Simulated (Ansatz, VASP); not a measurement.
# Zn2Se: VASP beside Ansatz

Aim: how closely do two programs agree when they are given the same cell, functional and k mesh? The cell is invented: As first built, before any earlier steps moved the atoms (in the runner's words): it takes the Cu2Se structure with some of its atoms replaced by other elements, volume scaled by an estimate. It may not be a known or stable phase. The cell is taken from a series of VASP runs on this material, whose earlier steps may have relaxed, scaled or displaced it; both programs get it as it stands. Other levels of theory on this material are compared in a session of their own. Valence electrons are named where the data sets of a main pair hold unlike numbers.

Method: plane waves, with VASP 6.6.1 beside it; band structure at LDA and band structure at r2SCAN, in Ansatz 0.2.0.

## (1) Set-up

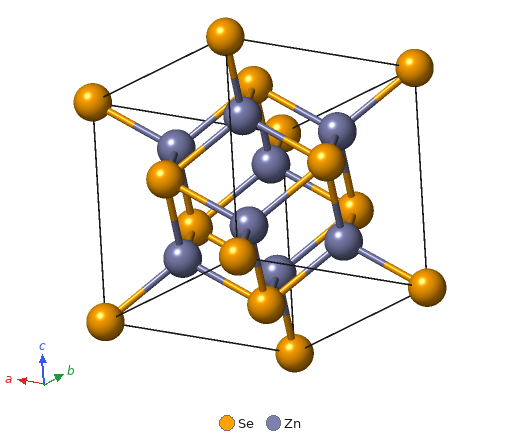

Start, viewed from a free direction; selenium orange, zinc blue. This picture shows the conventional cell, with its axes. Some periodic images of atoms are drawn too.

## (2) Ansatz: band structure, LDA

Ansatz runs on its default PAW (the set named soft_2) files.

A single point gives forces, pressure and levels at one fixed geometry, so differences don't come from the geometry; what else differs is listed under the comparison.

input.yaml

```yaml
crystal:
  lattice:
    - [0.0, 3.2091025107, 3.2091025107]
    - [3.2091025107, 0.0, 3.2091025107]
    - [3.2091025107, 3.2091025107, 0.0]
  atoms:
    - { symbol: Se, position: [0.0, 0.0, 0.0] }
    - { symbol: Zn, position: [0.75, 0.75, 0.75] }
    - { symbol: Zn, position: [0.25, 0.25, 0.25] }
hamiltonian:
  xc: lda
  pseudopotentials: { kind: paw }
kpoints:
  mp_grid: { grid: [4, 4, 4] }
  band_path:
    path:
      - [0.0, 0.0, 0.0]
      - [0.16667, 0.0, 0.16667]
      - [0.33333, 0.0, 0.33333]
      - [0.5, 0.0, 0.5]
      - [0.5, 0.08333, 0.58333]
      - [0.5, 0.18333, 0.68333]
      - [0.5, 0.25, 0.75]
      - [0.45, 0.3, 0.75]
      - [0.40833, 0.34167, 0.75]
      - [0.35, 0.35, 0.7]
      - [0.225, 0.225, 0.45]
      - [0.075, 0.075, 0.15]
      - [0.03333, 0.03333, 0.03333]
      - [0.23333, 0.23333, 0.23333]
      - [0.4, 0.4, 0.4]
      - [0.51667, 0.46667, 0.51667]
      - [0.55833, 0.38333, 0.55833]
      - [0.60833, 0.28333, 0.60833]
      - [0.60833, 0.25, 0.64167]
      - [0.55833, 0.25, 0.69167]
      - [0.51667, 0.25, 0.73333]
      - [0.5, 0.3, 0.7]
      - [0.5, 0.38333, 0.61667]
      - [0.5, 0.48333, 0.51667]
      - [0.475, 0.475, 0.55]
      - [0.425, 0.425, 0.65]
      - [0.38333, 0.38333, 0.73333]
      - [0.59167, 0.18333, 0.59167]
      - [0.55, 0.1, 0.55]
      - [0.5, 0.0, 0.5]
    npoints: 1
scf:
  occupations: { method: gaussian, width: 0.02 }
  n_extra_bands: 7
output:
  forces: true
  stress: true
  eigenvalues: true
```

Run with:

```sh
$ ansatz run input.yaml --threads 2 --pin off --max-ram 4608MiB --backend cpu --events-out ev --progress --plain --runs-dir out
```

Numbers of over 12 decimals in the logs are rounded to 6 here.

Log:

```text
scf.n_extra_bands = 7 over 20 filled bands (N_el = 40.0): the run solves 27 bands
Engine: ansatz 0.2.0, aarch64-unknown-linux-gnu
Pseudopotentials: kind: paw
Pseudopotential: Se, paw, valence charge 16, recommended cutoff 420 eV (normal), Se.paw.azcp
Pseudopotential: Zn, paw, valence charge 12, recommended cutoff 420 eV (normal), Zn.paw.azcp
Functional definition: SPW92
  exchange = slater_x
  correlation = pw_c
Crystal: 3 atoms, lattice volume = 66.097 Å³
Basis set: ecut = 420 eV, 1291 PW (Γ)
Bands: 27, of which v1, the nominal top of the filled ones, is band 20 counted from 1 (19 counted from 0)
Symmetry: 48 space group operations
Space group: Fm-3m (ITA 225), of the structure as read, at distance tolerance 4.0e-5 Å
k-points: 8 of 64
Non-local potential: Se, projectors of the file, l = 0: 2, l = 1: 2, l = 2: 3, l = 3: 1
Non-local potential: Zn, projectors of the file, l = 0: 2, l = 1: 2, l = 2: 3, l = 3: 1
PAW form: soft (Blöchl's): semilocal exchange-correlation on the pseudo side does not see the compensation charge
PAW frozen core: Se, regenerated for the run's functional, and the local potential with it (the file was generated under x = pbe(κ = 0.804, μ = 0.219515), c = pbe(β = 0.066725))
PAW frozen core: Zn, regenerated for the run's functional, and the local potential with it (the file was generated under x = pbe(κ = 0.804, μ = 0.219515), c = pbe(β = 0.066725))
PAW one-centre angular grid: Se, 590 points (default); XC on 64 Gauss nodes
PAW one-centre angular grid: Zn, 590 points (default); XC on 64 Gauss nodes
Initial density: superposition of atomic densities (neutral atoms: chi_scale 0, normalization atom), corrected by the library's trained network
Initial wavefunctions: pseudopotential atomic-orbital guess
Functional: x = slater, c = lda
SCF iter   1: F=—  HF=-11875.326325 eV  |F-HF|=—  |Δ(HF+E_count)|=         —  Δρ=4.23e-3  dr2=7.05e-3  ethr=1.77e-3  ⟨swp⟩=6.4  Hψ=1036  notcnv=0
preconditioner: auto → none  [insulator: Δε(μ)=0.187 eV  Ē_g=11.505 eV  σ=0.020 eV  W_gap=1.00  n_scr=14 (ndim 8)  ℏωp=25.0 eV  f_vac=0.069  D(μ)=0.00/eV (n_scr^D=0)  ε∞_Penn≈5.7]
SCF iter   2: F=—  HF=-11875.324636 eV  |F-HF|=—  |Δ(HF+E_count)|=   1.69e-3  Δρ=1.35e-3  dr2=1.46e-3  ethr=1.76e-5  ⟨swp⟩=2.1  Hψ=429  notcnv=0  defer=18
SCF iter   3: F=—  HF=-11875.323976 eV  |F-HF|=—  |Δ(HF+E_count)|=   6.60e-4  Δρ=1.06e-3  dr2=2.72e-4  ethr=3.65e-6  ⟨swp⟩=2.0  Hψ=362  notcnv=0  defer=18
SCF iter   4: F=—  HF=-11875.323961 eV  |F-HF|=—  |Δ(HF+E_count)|=   1.54e-5  Δρ=2.53e-4  dr2=2.78e-5  ethr=6.81e-7  ⟨swp⟩=2.0  Hψ=277  notcnv=0  defer=18
SCF iter   5: F=—  HF=-11875.323955 eV  |F-HF|=—  |Δ(HF+E_count)|=   5.99e-6  Δρ=6.20e-5  dr2=9.10e-7  ethr=6.96e-8  ⟨swp⟩=2.0  Hψ=317  notcnv=0  defer=18
SCF iter   6: F=-11875.323955 eV  HF=-11875.323955 eV  |F-HF|=7.08e-10  |Δ(HF+E_count)|=   2.48e-7  Δρ=9.70e-6  dr2=3.17e-8  ethr=2.50e-10  ⟨swp⟩=7.5  Hψ=1033  notcnv=0
SCF 1 converged in 6 iterations: F = -11875.323955 eV  dr2 = 3.17e-8
  greatest PAW one-centre occupation: 1.000 electrons in one spin orbital (limit 2), on the Se atom at site 0 (counted from 0), in its partial waves of l = 2
NSCF: frozen V_eff on 30 k-points
SCF converged after 6 iterations
Free energy (F): -11875.323955 eV
Harris-Foulkes:  -11875.323955 eV  (|F-HF|=7.08e-10)
Internal energy: -11875.323955 eV  (E = F + TS)
E sigma→0 (E₀):  -11875.323955 eV
Fermi energy:    7.405759 eV
--- Per-component energies (eV) ---
  E_band       = -386.289528
  E_kinetic    = 378.151117
  E_local      = -6078.034347  (includes V_loc(G=0)·N_el)
  E_nonlocal   = 644.229097
  E_hartree    = 2726.825298
  E_xc         = -372.043940
  E_vxc        = -202.003114  (∫ρ·V_xc dr)
  E_paw        = -5338.920097  (= ΣΔE_a)
  E_vpaw       = -582.293102  (= ΣTr[D̂ρ^β])
  E_aug_tail   = -0.001301  (compensation charges beyond the density's cutoff)
  E_ewald      = -3840.861427
  E_core_change = 5.331645  (= ΣΔE_core)
  E_smearing   = -0.000000  (= −TS)
  E_closure    = 0.000000  (closes the sum)
  Σ components = -11875.323955   (vs F -11875.323955, Δ=0.00e0)
--- Forces (eV/Å), atoms counted from 1 ---
  atom   1  Se     0.00000000     0.00000000    -0.00000000
  atom   2  Zn    -0.00000000    -0.00000000    -0.00000000
  atom   3  Zn     0.00000000    -0.00000000    -0.00000000
  max |Σ_I F_I| component: 1.39e-17 eV/Å
--- Stress (GPa, compression-positive) ---
       -5.656396      -0.000000      -0.000000
       -0.000000      -5.656396       0.000000
       -0.000000       0.000000      -5.656396
  P = ⅓ Tr σ = -5.6564 GPa (-56.564 kbar)
--- Band table (eV; the first three rows and the last of 8) ---
  k-point 0: bands = [... 16 lower, 4.0762, 5.1795, 5.1795, 5.1795, 9.3204, 9.3270, 9.3270, 9.3270, ... 3 higher]
  k-point 1: bands = [... 16 lower, 2.3512, 4.8239, 4.8239, 5.5989, 8.6147, 9.9850, 9.9850, 12.0861, ... 3 higher]
  k-point 2: bands = [... 16 lower, 0.8999, 4.5532, 4.5532, 5.1117, 10.0921, 10.0921, 10.6991, 11.9541, ... 3 higher]
  k-point 7: bands = [... 16 lower, 2.0842, 2.0842, 3.1122, 8.6684, 8.6684, 9.7492, 9.8074, 13.9120, ... 3 higher]
```

The job ended after 2.4 s (2 threads of Arm Neoverse N1, shared host; peak memory 0.3 GiB; 4.2 s of CPU time).

## (3) VASP: band structure, LDA

The same cell, functional (in two slightly different forms), mesh and smearing now go to VASP, with its own data sets.

Lines of VASP's logs that name or quote its potential files are left out, and so is its time.

INCAR

```
SYSTEM = Zn2Se
PREC = Accurate
ENCUT = 400
EDIFF = 1E-06
NELM = 100
ISMEAR = 0
SIGMA = 0.02
LREAL = .FALSE.
ALGO = Normal
GGA = CA
LORBIT = 11
LWAVE = .FALSE.
LCHARG = .FALSE.
KPAR = 4
```

POSCAR

```
Zn2Se
1.0
    0.0000000000      3.2091025107      3.2091025107
    3.2091025107      0.0000000000      3.2091025107
    3.2091025107      3.2091025107      0.0000000000
Se Zn
1 2
Direct
    0.0000000000      0.0000000000      0.0000000000
    0.7500000000      0.7500000000      0.7500000000
    0.2500000000      0.2500000000      0.2500000000
```

KPOINTS

```
Automatic mesh
0
Gamma
4 4 4
0 0 0
```

KPOINTS_OPT

```
Line mode
16
Line-mode
Reciprocal
  0.00000000   0.00000000   0.00000000 GAMMA
  0.50000000   0.00000000   0.50000000 X

  0.50000000   0.00000000   0.50000000 X
  0.50000000   0.25000000   0.75000000 W

  0.50000000   0.25000000   0.75000000 W
  0.37500000   0.37500000   0.75000000 K

  0.37500000   0.37500000   0.75000000 K
  0.00000000   0.00000000   0.00000000 GAMMA

  0.00000000   0.00000000   0.00000000 GAMMA
  0.50000000   0.50000000   0.50000000 L

  0.50000000   0.50000000   0.50000000 L
  0.62500000   0.25000000   0.62500000 U

  0.62500000   0.25000000   0.62500000 U
  0.50000000   0.25000000   0.75000000 W

  0.50000000   0.25000000   0.75000000 W
  0.50000000   0.50000000   0.50000000 L

  0.50000000   0.50000000   0.50000000 L
  0.37500000   0.37500000   0.75000000 K

  0.62500000   0.25000000   0.62500000 U
  0.50000000   0.00000000   0.50000000 X
```

PAW data sets: Se and Zn (PBE family, release 64).

Run with:

```sh
$ mpirun -np 4 vasp_std
```

Log:

```text
[banner, memory and clock lines left out]
running    4 mpi-ranks, on    1 nodes
 distrk:  each k-point on    1 cores,    4 groups
 distr:  one band on    1 cores,    1 groups

 POSCAR found type information on POSCAR SeZn
 POSCAR found :  2 types and       3 ions
|                                                                             |
|               ----> ADVICE to this user running VASP <----                  |
|                                                                             |
|     You enforced a specific xc type in the INCAR file but a different       |
|     [... a line on the potential file left out ...]
|     I HOPE YOU KNOW WHAT YOU ARE DOING!                                     |
|                                                                             |

 LDA part: xc-table for (Slater(with rela. corr.)+CA(PZ))
 , standard interpolation
 POSCAR, INCAR and KPOINTS ok, starting setup
 FFT: planning ... GRIDC
 FFT: planning ... GRID_SOFT
 FFT: planning ... GRID
 WAVECAR not read
 entering main loop
       N       E                     dE             d eps       ncg     rms          rms(c)
DAV:   1     0.138729337519E+03    0.13873E+03   -0.12815E+04   304   0.168E+03
DAV:   2     0.116892675275E+01   -0.13756E+03   -0.13429E+03   307   0.309E+02
DAV:   3    -0.763128013764E+01   -0.88002E+01   -0.86727E+01   359   0.834E+01
DAV:   4    -0.779595680266E+01   -0.16468E+00   -0.16437E+00   325   0.104E+01
DAV:   5    -0.779720725035E+01   -0.12504E-02   -0.12504E-02   324   0.842E-01    0.580E+00
DAV:   6    -0.753581807651E+01    0.26139E+00   -0.12114E+00   373   0.256E+01    0.380E+00
DAV:   7    -0.753185352496E+01    0.39646E-02   -0.15849E-01   316   0.425E+00    0.153E+00
DAV:   8    -0.752845651341E+01    0.33970E-02   -0.38872E-03   319   0.557E-01    0.403E-01
DAV:   9    -0.752813810112E+01    0.31841E-03   -0.54440E-04   349   0.228E-01    0.386E-02
DAV:  10    -0.752814618850E+01   -0.80874E-05   -0.88199E-05   335   0.906E-02    0.204E-02
DAV:  11    -0.752814812948E+01   -0.19410E-05   -0.18427E-05   310   0.488E-02    0.464E-03
DAV:  12    -0.752814812106E+01    0.84206E-08   -0.63668E-07   152   0.136E-02
   1 F= -.75281481E+01 E0= -.75281481E+01  d E =-.174581E-08
 Start KPOINTS_OPT (optional k-point list driver)
k-point batch [1-8\160]
       N       E                     dE             ncg
DAV:   1     0.179297798238E+03   -0.98777E+03      304
DAV:   2    -0.951704245697E+03   -0.11310E+04      307
DAV:   3    -0.103454333235E+04   -0.82839E+02      351
DAV:   4    -0.103620022224E+04   -0.16569E+01      313
DAV:   5    -0.103621364907E+04   -0.13427E-01      325
DAV:   6    -0.103621382383E+04   -0.17476E-03      316
DAV:   7    -0.103621382723E+04   -0.33968E-05      252
DAV:   8    -0.103621382732E+04   -0.91667E-07      185
[...]
k-point batch [153-160\160]
       N       E                     dE             ncg
DAV:   1    -0.322688424931E+02   -0.65768E+04      304
DAV:   2    -0.104228008138E+04   -0.10100E+04      307
DAV:   3    -0.109922606869E+04   -0.56946E+02      343
DAV:   4    -0.110003023957E+04   -0.80417E+00      349
DAV:   5    -0.110003444958E+04   -0.42100E-02      316
DAV:   6    -0.110003447878E+04   -0.29198E-04      349
DAV:   7    -0.110003447907E+04   -0.28549E-06      194
```

Parts of OUTCAR (step 3):

```text
ion  position               nearest neighbor table
   1  0.000  0.000  0.000-   2 2.78   2 2.78   2 2.78   2 2.78   3 2.78   3 2.78   3 2.78   3 2.78

  LATTYP: Found a face centered cubic cell.
 ALAT       =     6.4182050214

 Subroutine GETGRP returns: Found 48 space group operations
 (whereof 48 operations were pure point group operations)

The static configuration has the point symmetry O_h .

 Found      8 irreducible k-points:

   k-points           NKPTS =      8   k-points in BZ     NKDIM =      8   number of bands    NBANDS=     19

   dimension x,y,z NGX =    30 NGY =   30 NGZ =   30
   dimension x,y,z NGXF=    60 NGYF=   60 NGZF=   60

   ENCUT  =  400.0 eV  29.40 Ry    5.42 a.u.   7.40  7.40  7.40*2*pi/ulx,y,z

   NELECT =      30.0000    total number of electrons

 k-points in reciprocal lattice and weights: Automatic mesh
   0.00000000  0.00000000  0.00000000       0.016
   0.25000000  0.00000000  0.00000000       0.125
   0.50000000  0.00000000  0.00000000       0.062
   0.25000000  0.25000000  0.00000000       0.094
   0.50000000  0.25000000  0.00000000       0.375
  -0.25000000  0.25000000  0.00000000       0.188
   0.50000000  0.50000000  0.00000000       0.047
  -0.25000000  0.50000000  0.25000000       0.094

 average (electrostatic) potential at core
       1 -56.7812       2 -36.7733       3 -36.7733

 E-fermi :   2.0396

 k-point     1 :       0.0000    0.0000    0.0000
  band No.  band energies     occupation
    ...
     11      -4.6986      2.00000
     12      -1.2679      2.00000
     13      -0.1891      2.00000
     14      -0.1891      2.00000
     15      -0.1891      2.00000
     16       3.9435      0.00000
     17       3.9435      0.00000
     18       3.9435      0.00000
     19       3.9668      0.00000

 k-point     2 :       0.2500    0.0000    0.0000
  band No.  band energies     occupation
    ...
     11      -4.7803      2.00000
     12      -3.0129      2.00000
     13      -0.5466      2.00000
     14      -0.5466      2.00000
     15       0.2399      2.00000
     16       3.2589      0.00000
     17       4.6025      0.00000
     18       4.6025      0.00000
     19       6.7177      0.00000

 k-point     3 :       0.5000    0.0000    0.0000
  band No.  band energies     occupation
    ...
     11      -4.8215      2.00000
     12      -4.4769      2.00000
     13      -0.8184      2.00000
     14      -0.8184      2.00000
     15      -0.2455      2.00000
     16       4.7075      0.00000
     17       4.7075      0.00000
     18       5.3517      0.00000
     19       6.5855      0.00000

  Total       -2.3723461     -2.3723461     -2.3723461     -0.0000000     -0.0000000      0.0000000
  in kB      -57.5052990    -57.5052990    -57.5052990     -0.0000000     -0.0000000      0.0000000
  external PRESSURE =     -57.5052990 kB  Pullay stress =       0.0000000 kB

  energy-cutoff  :      400.00
  volume of cell :       66.10
      direct lattice vectors                 reciprocal lattice vectors
     0.000000000  3.209102511  3.209102511    -0.155806802  0.155806802  0.155806802
     3.209102511  0.000000000  3.209102511     0.155806802 -0.155806802  0.155806802
     3.209102511  3.209102511  0.000000000     0.155806802  0.155806802 -0.155806802

 POSITION                                       TOTAL-FORCE (eV/Angst)
 -----------------------------------------------------------------------------------
      0.00000      0.00000      0.00000        -0.000000     -0.000000     -0.000000
      4.81365      4.81365      4.81365        -0.000000     -0.000000     -0.000000
      1.60455      1.60455      1.60455         0.000000      0.000000      0.000000
 -----------------------------------------------------------------------------------
    total drift:                               -0.000000      0.000000      0.000000

  FREE ENERGIE OF THE ION-ELECTRON SYSTEM (eV)
  ---------------------------------------------------
  free  energy   TOTEN  =        -7.5281481211 eV

  energy  without entropy=       -7.5281481193  energy(sigma->0) =       -7.52814812

 total charge
# of ion       s       p       d       tot
------------------------------------------
    1        1.531   2.153   0.047   3.732
    2        0.659   0.246   9.751  10.656
    3        0.659   0.246   9.751  10.656
--------------------------------------------------
tot          2.849   2.645  19.549  25.043

[... 3 further parts left out ...]
```

The PAW data sets were made with PBE, though LDA sets exist; pressures can shift by 1 GPa and more with it. At this level the cell is under a tension of 5.8 GPa, so at these settings it is away from equilibrium.

## (4) Side by side

Known differences besides the potentials themselves: the two LDA forms differ slightly; the data sets hold 40 valence electrons in Ansatz (on its default PAW (the set named soft_2) files) and 30 in VASP; the cutoff is 420 eV in Ansatz and 400 eV in VASP; Ansatz makes its cores anew for this functional, VASP keeps those of its PBE data sets; VASP's log shows a relativistic correction to its local exchange, Ansatz's none. Total energies have different zeros and are not compared.

The two programs side by side:

```tsv
quantity	Ansatz	VASP	difference
pressure (GPa)	-5.66	-5.75	+0.09
```

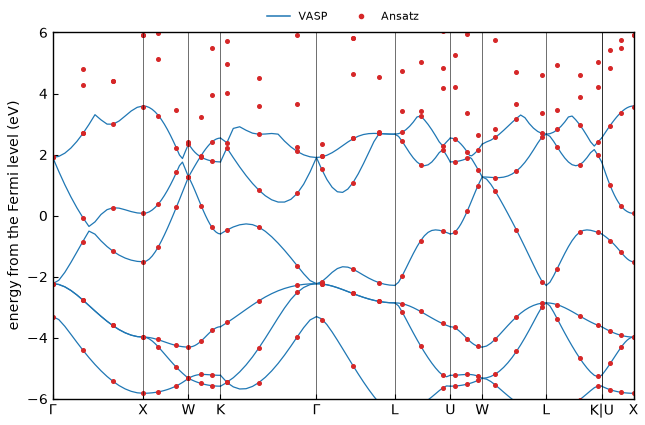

Bands from VASP (lines) and levels from Ansatz (dots). Dots without a line are higher empty bands that the VASP plot leaves out.

Levels from 3 eV below to 2 eV above the Fermi level differ by 5 meV r.m.s. and 17 meV at most; each VASP level is matched to the nearest of Ansatz, which flatters the figure a little. Ansatz's pressure holds a Pulay correction of 0.03 GPa; VASP's holds none.

## (5) Ansatz: band structure, r2SCAN

A single point gives forces, pressure and levels at one fixed geometry, so differences don't come from the geometry; what else differs is listed under the comparison.

The cell is taken from a series of VASP runs on this material, whose earlier steps may have relaxed, scaled or displaced it; both programs get it as it stands.

input.yaml, as its differences from that of step 2:

```diff
@@ -10,3 +10,3 @@
 hamiltonian:
-  xc: lda
+  xc: r2scan
   pseudopotentials: { kind: paw }
```

Run with:

```sh
$ ansatz run input.yaml --threads 2 --pin off --max-ram 4608MiB --backend cpu --events-out ev --progress --plain --runs-dir out
```

Log:

```text
[...]
Crystal: 3 atoms, lattice volume = 66.097 Å³
Basis set: ecut = 500 eV, 1687 PW (Γ), exchange–correlation on 144×144×144 points (64 copies of the dense FFT grid, shifted against one another)
Bands: 27, of which v1, the nominal top of the filled ones, is band 20 counted from 1 (19 counted from 0)
Symmetry: 48 space group operations
[...]
k-points: 8 of 64
[...]
k-point 0: bands = [... 16 lower, 4.5891, 5.1844, 5.1844, 5.1844, 9.7527, 9.7527, 9.7527, 10.0651, ... 3 higher]
  k-point 1: bands = [... 16 lower, 2.4544, 4.8233, 4.8233, 6.0435, 9.1210, 10.4374, 10.4374, 12.7430, ... 3 higher]
  k-point 2: bands = [... 16 lower, 0.8838, 4.5439, 4.5439, 5.5881, 10.5497, 10.5497, 11.3438, 12.5218, ... 3 higher]
  k-point 7: bands = [... 16 lower, 2.1093, 2.1093, 3.1016, 9.1357, 9.1357, 10.2209, 10.3410, 14.6153, ... 3 higher]
[key lines of the parts left out:]
SCF converged after 7 iterations
Free energy (F): -12129.169849 eV
Fermi energy:    7.828325 eV
P = ⅓ Tr σ = -2.4478 GPa (-24.478 kbar)
```

Elapsed: 6 s, on 2 threads; peak memory 0.51 GiB.

(Continued in part 2 of 2.)

[Lines on the potential files, build, host, timing and source positions are cut from VASP's logs without a mark.]

[Logs are printed without paths, hosts, clocks, repeated set-up lines and the standing remarks that a program may print on its own settings, such as how far it seeks lower states.]

[Hosts, paths, dates, database ids (printed as entryN), source tags and the programs' standing remarks are cut or masked in the printed files.]
